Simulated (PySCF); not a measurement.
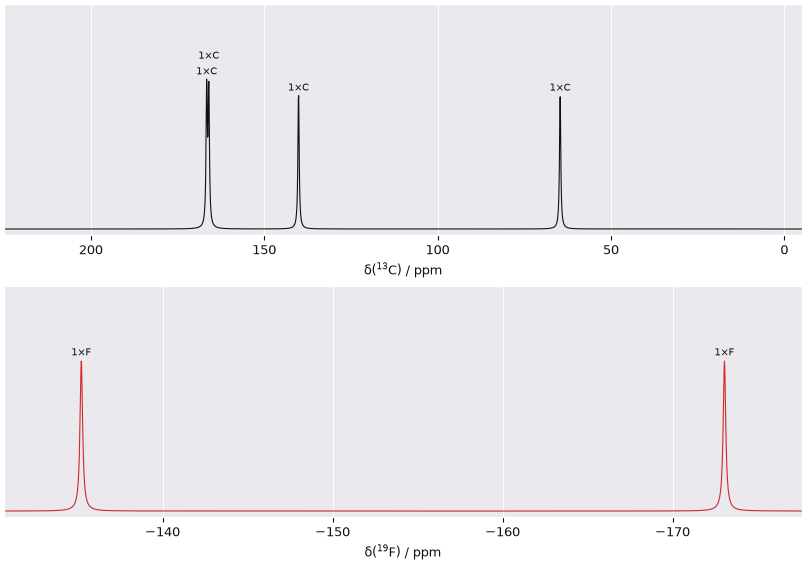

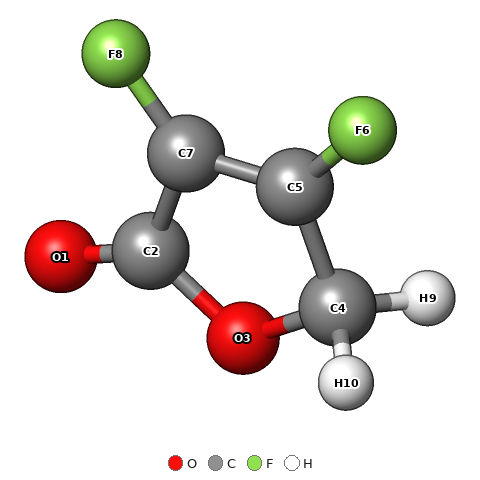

Spectrum and numbered structure of C₄H₂F₂O₂, SMILES O=C1OCC(F)=C1F. GIAO shifts, PBE0/pcSseg-1 with PySCF 2.14.0, at a GFN2-xTB geometry (no frequency check), against TMS for ¹³C and CFCl₃ for ¹⁹F computed at the same level (¹⁹F: this reference is a hard case for the method, so all values can be off together by tens of ppm, and differences between signals are safer). Gas phase, fully decoupled, line heights follow the number of nuclei, widths are arbitrary (no quadrupolar broadening); values of one conformer, averaged over methyl-type rotors and exact or near symmetry.

Q: Assign the ¹³C signals to the numbered atoms.

A:
```tsv
δ (ppm)	nuclei	atoms
166.6	1	C5
166.0	1	C2
140.1	1	C7
64.7	1	C4
```

The order of signals that lie close, as those under 2 ppm apart, is within the error of the method.

Q: Assign the ¹⁹F signals to the numbered atoms.

A:
```csv
δ (ppm),nuclei,atoms
−135.2,1,F6
−173.1,1,F8
```

Caveats: the tight-binding geometry is rougher than a DFT one and adds to the error.
